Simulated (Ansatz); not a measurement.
**InSiH$_{4}$OF$_{3}$: geometry relaxation (part 1 of 2)**

System: InSiH$_{4}$OF$_{3}$, SMILES [F][In-]([F])([F])[OH+][SiH3].
Method: RKS PBE0-D4/def2-TZVP (Ansatz 0.2.0).

The geometry: PBE-D4/def2-SVP start. Figures and captions count atoms from 1; the log counts them from 0 in places.

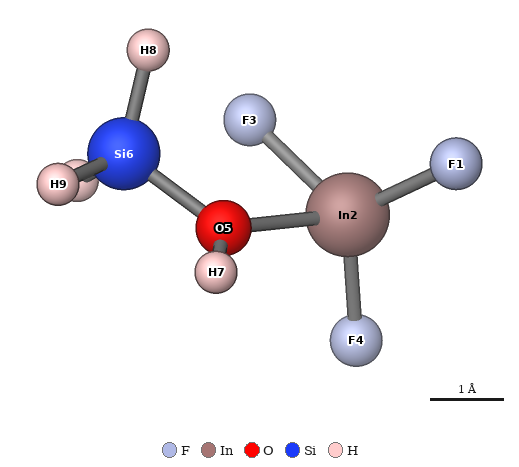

*The input geometry (ball-and-stick view, seen at a tilt; atoms are numbered from 1 in the order of the input). Sticks mark near contacts.*

Bond lengths as drawn: F–In 1.97 to 2.01 Å, H–O 0.97 Å, H–Si 1.49 to 1.51 Å, In–O 2.24 Å and O–Si 1.76 Å.

## Key numbers

```tsv
quantity	value
outcome	converged
total energy	−23309.8001 eV
mean-field energy	−23309.6176 eV
dispersion energy	−0.1825 eV
SCF solution under orbital rotations	stable
largest force (length of the vector) at the end	0.002 eV/Å
dipole moment	4.64 D
hardware	4 threads of Arm Neoverse V2, 23 GiB of memory available, shared host
wall time	61 s (CPU time 3.8 min)
peak memory	0.75 GiB
```

## Input
```yaml
crystal:
  periodic: [false, false, false]
  atoms:
    - {symbol: F, position_ang: [-1.639532, -2.767021, -0.356255]}
    - {symbol: In, position_ang: [-0.153153, -1.620104, -0.937931]}
    - {symbol: F, position_ang: [1.255406, -1.166254, 0.423766]}
    - {symbol: F, position_ang: [0.320673, -1.457097, -2.838792]}
    - {symbol: O, position_ang: [-0.660931, 0.456565, -0.275120]}
    - {symbol: Si, position_ang: [0.425954, 1.156585, 0.922051]}
    - {symbol: H, position_ang: [-1.367718, 1.041314, -0.603891]}
    - {symbol: H, position_ang: [0.328226, 0.438162, 2.223685]}
    - {symbol: H, position_ang: [-0.221274, 2.512121, 1.076624]}
    - {symbol: H, position_ang: [1.795649, 1.354628, 0.368764]}
basis:
  gaussian: {orbitals: def2-TZVP}
hamiltonian: {xc: pbe0, dispersion: d4}
relax: {f_tol: 0.005, max_steps: 150}
```

Launched with:
```bash
ansatz run in.yaml --threads 4 --pin off --events-out ev --progress --plain --max-ram 11315MiB
```

## Log
```
Functional definition: PBE0
  name "PBE0"
  cite "Adamo & Barone, J. Chem. Phys. 110, 6158 (1999) doi:10.1063/1.478522"
  cite "Perdew, Burke & Ernzerhof, Phys. Rev. Lett. 77, 3865 (1996) doi:10.1103/PhysRevLett.77.3865"
  parent pbe
  parameter a = 0.25
  parameter kappa = 0.804
  parameter beta = 0.06672455060314922
  exchange = (1 - a)*pbe_x(kappa = kappa, mu = beta*pi^2/3) + a*exact_x
  correlation = pbe_c(beta = beta)
1544 factors; their error is unknown
mean field evaluation 1: about -23299.6225 eV, gradient 8.1e1 eV
mean field evaluation 2: about -23276.6617 eV, gradient 1.5e2 eV
mean field evaluation 4: about -23309.3237 eV, gradient 7.2e0 eV
mean field evaluation 8: about -23309.4032 eV, gradient 1.2e-1 eV
mean field evaluation 16: about -23309.5163 eV, gradient 2.6e-3 eV
mean field -23309.51626227 eV, -856.6089228807 hartree, gradient 7.5e-5 eV, S^2 0.000000; 0 other end points of the search recorded, 0 dependent functions left out
the calculation of the forces begins
reference -23309.51631931 eV, -856.6089249769 hartree; 37, 37 occupied and 198, 198 virtual orbitals, 1544 factors
relax step   1: F+E_penalty+E_count = -23309.69765577 eV  Δ(F+E_penalty+E_count) = +0.000e0 eV  max|allowed force component| = 7.728e-1 eV/Å  Δτ_max = 0.0000 Å  (31 SCF iters, accepted)
these checks for a lower state are left out or cut short: starts, cluster_reference, orbital_swaps, neighbouring_geometries, increment
1544 factors; their error is unknown
mean field -23309.59495939 eV, -856.6118149468 hartree, gradient 1.3e-5 eV, S^2 0.000000; 0 other end points of the search recorded, 0 dependent functions left out
the calculation of the forces begins
reference -23309.59501697 eV, -856.6118170626 hartree; 37, 37 occupied and 198, 198 virtual orbitals, 1544 factors
relax step   2: F+E_penalty+E_count = -23309.77844327 eV  Δ(F+E_penalty+E_count) = -8.079e-2 eV  max|allowed force component| = 3.369e-1 eV/Å  Δτ_max = 0.0457 Å  (33 SCF iters, accepted)
these checks for a lower state are left out or cut short: starts, cluster_reference, orbital_swaps, neighbouring_geometries, increment
1544 factors; their error is unknown
mean field evaluation 32: about -23309.6030 eV, gradient 3.1e-3 eV
mean field -23309.60301878 eV, -856.6121111239 hartree, gradient 1.3e-5 eV, S^2 0.000000; 0 other end points of the search recorded, 0 dependent functions left out
the calculation of the forces begins
reference -23309.60307644 eV, -856.6121132427 hartree; 37, 37 occupied and 198, 198 virtual orbitals, 1544 factors
relax step   3: F+E_penalty+E_count = -23309.78685554 eV  Δ(F+E_penalty+E_count) = -8.412e-3 eV  max|allowed force component| = 1.675e-1 eV/Å  Δτ_max = 0.0349 Å  (33 SCF iters, accepted)
these checks for a lower state are left out or cut short: starts, cluster_reference, orbital_swaps, neighbouring_geometries, increment
1544 factors; their error is unknown
mean field -23309.60900138 eV, -856.6123309801 hartree, gradient 1.3e-5 eV, S^2 0.000000; 0 other end points of the search recorded, 0 dependent functions left out
the calculation of the forces begins
reference -23309.60905921 eV, -856.6123331056 hartree; 37, 37 occupied and 198, 198 virtual orbitals, 1544 factors
relax step   4: F+E_penalty+E_count = -23309.79242058 eV  Δ(F+E_penalty+E_count) = -5.565e-3 eV  max|allowed force component| = 7.410e-2 eV/Å  Δτ_max = 0.0395 Å  (31 SCF iters, accepted)
these checks for a lower state are left out or cut short: starts, cluster_reference, orbital_swaps, neighbouring_geometries, increment
1544 factors; their error is unknown
mean field -23309.61541037 eV, -856.6125665065 hartree, gradient 1.4e-5 eV, S^2 0.000000; 0 other end points of the search recorded, 0 dependent functions left out
the calculation of the forces begins
reference -23309.61546850 eV, -856.6125686427 hartree; 37, 37 occupied and 198, 198 virtual orbitals, 1544 factors
relax step   5: F+E_penalty+E_count = -23309.79817055 eV  Δ(F+E_penalty+E_count) = -5.750e-3 eV  max|allowed force component| = 7.640e-2 eV/Å  Δτ_max = 0.0865 Å  (32 SCF iters, accepted)
these checks for a lower state are left out or cut short: starts, cluster_reference, orbital_swaps, neighbouring_geometries, increment
1544 factors; their error is unknown
mean field -23309.61737887 eV, -856.6126388473 hartree, gradient 1.2e-5 eV, S^2 0.000000; 0 other end points of the search recorded, 0 dependent functions left out
the calculation of the forces begins
reference -23309.61743728 eV, -856.6126409937 hartree; 37, 37 occupied and 198, 198 virtual orbitals, 1544 factors
relax step   6: F+E_penalty+E_count = -23309.79960379 eV  Δ(F+E_penalty+E_count) = -1.433e-3 eV  max|allowed force component| = 3.893e-2 eV/Å  Δτ_max = 0.0654 Å  (33 SCF iters, accepted)
these checks for a lower state are left out or cut short: starts, cluster_reference, orbital_swaps, neighbouring_geometries, increment
1544 factors; their error is unknown
mean field -23309.61651945 eV, -856.6126072641 hartree, gradient 1.2e-5 eV, S^2 0.000000; 0 other end points of the search recorded, 0 dependent functions left out
the calculation of the forces begins
reference -23309.61657778 eV, -856.6126094080 hartree; 37, 37 occupied and 198, 198 virtual orbitals, 1544 factors
relax step   7: F+E_penalty+E_count = -23309.79876836 eV  Δ(F+E_penalty+E_count) = +8.354e-4 eV  max|allowed force component| = 2.050e-1 eV/Å  Δτ_max = 0.0285 Å  (32 SCF iters, rejected (line search))
these checks for a lower state are left out or cut short: starts, cluster_reference, orbital_swaps, neighbouring_geometries, increment
1544 factors; their error is unknown
mean field evaluation 64: about -23309.5077 eV, gradient 1.2e-3 eV
mean field -23309.61746860 eV, -856.6126421447 hartree, gradient 1.2e-5 eV, S^2 0.000000; 0 other end points of the search recorded, 0 dependent functions left out
the calculation of the forces begins
reference -23309.61752695 eV, -856.6126442890 hartree; 37, 37 occupied and 198, 198 virtual orbitals, 1544 factors
relax step   8: F+E_penalty+E_count = -23309.79997475 eV  Δ(F+E_penalty+E_count) = -3.710e-4 eV  max|allowed force component| = 1.160e-2 eV/Å  Δτ_max = 0.0138 Å  (33 SCF iters, accepted)
these checks for a lower state are left out or cut short: starts, cluster_reference, orbital_swaps, neighbouring_geometries, increment
1544 factors; their error is unknown
mean field -23309.61753953 eV, -856.6126447513 hartree, gradient 1.2e-5 eV, S^2 0.000000; 0 other end points of the search recorded, 0 dependent functions left out
the calculation of the forces begins
reference -23309.61759789 eV, -856.6126468963 hartree; 37, 37 occupied and 198, 198 virtual orbitals, 1544 factors
relax step   9: F+E_penalty+E_count = -23309.80001691 eV  Δ(F+E_penalty+E_count) = -4.216e-5 eV  max|allowed force component| = 5.106e-3 eV/Å  Δτ_max = 0.0036 Å  (34 SCF iters, accepted)
these checks for a lower state are left out or cut short: starts, cluster_reference, orbital_swaps, neighbouring_geometries, increment
1544 factors; their error is unknown
mean field -23309.61754278 eV, -856.6126448710 hartree, gradient 1.2e-5 eV, S^2 0.000000; 0 other end points of the search recorded, 0 dependent functions left out
the calculation of the forces begins
reference -23309.61760114 eV, -856.6126470156 hartree; 37, 37 occupied and 198, 198 virtual orbitals, 1544 factors
relax step  10: F+E_penalty+E_count = -23309.80001426 eV  Δ(F+E_penalty+E_count) = +2.657e-6 eV  max|allowed force component| = 1.490e-2 eV/Å  Δτ_max = 0.0026 Å  (35 SCF iters, rejected (line search))
these checks for a lower state are left out or cut short: starts, cluster_reference, orbital_swaps, neighbouring_geometries, increment
1544 factors; their error is unknown
mean field -23309.61755371 eV, -856.6126452726 hartree, gradient 1.9e-5 eV, S^2 0.000000; 0 other end points of the search recorded, 0 dependent functions left out
the calculation of the forces begins
reference -23309.61761208 eV, -856.6126474175 hartree; 37, 37 occupied and 198, 198 virtual orbitals, 1544 factors
relax step  11: F+E_penalty+E_count = -23309.80002007 eV  Δ(F+E_penalty+E_count) = -3.155e-6 eV  max|allowed force component| = 1.475e-3 eV/Å  Δτ_max = 0.0013 Å  (24 SCF iters, accepted)
1544 factors; their error is unknown
mean field evaluation 96: about -23309.5069 eV, gradient 6.0e-1 eV
```

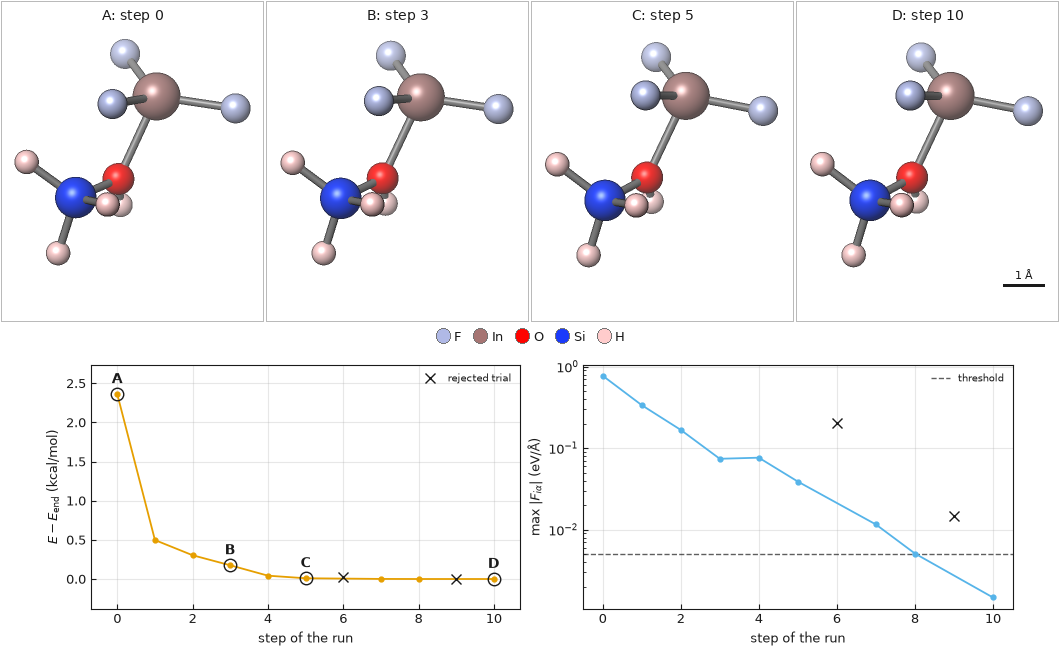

*Frames of the relaxation (ball-and-stick view, seen at an oblique angle) above the curves, on which the letters mark them (the first geometry is step 0 here and step 1 in the log).*

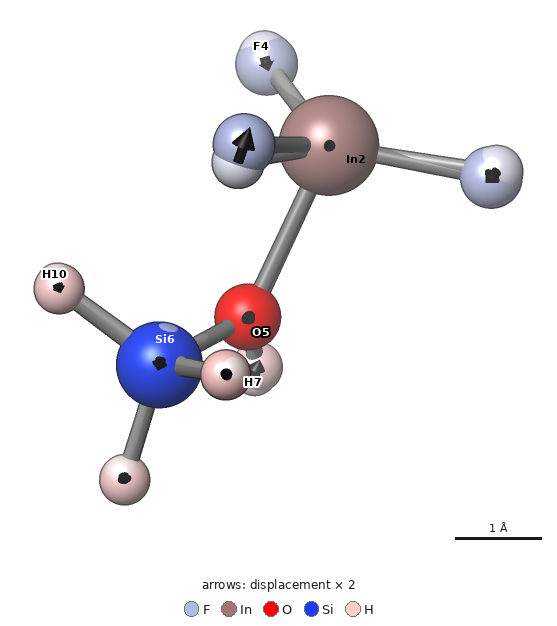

*Start (faint) and end (solid) with the displacements as black arrows, magnified 2 times (ball-and-stick view, seen at an oblique angle). The two geometries are laid on each other by the best rigid fit.*

The atom that moves furthest after the best rigid fit is F3 (0.22 Å). By element the largest moves are F 0.22 Å, H 0.10 Å, Si 0.08 Å, O 0.08 Å, In 0.05 Å. Among the contacts that change: In2–F3 2.011 → 1.956 Å, O5–Si6 1.762 → 1.713 Å, F1–In2 1.965 → 1.933 Å, Si6–H9 1.510 → 1.486 Å. Among the angles that change: F3–In2–O5 75.5° → 80.9°, In2–O5–H7 128.4° → 123.3°, In2–O5–Si6 115.5° → 120.4°. After 10 geometry steps the energy has fallen by 2.36 kcal/mol. The largest force component goes from 0.77 to 0.0015 eV/Å. The line search rejected the trial steps at points 6, 9 (counted from 0) and went back. (Atoms are counted from 1 in the order of the input.)
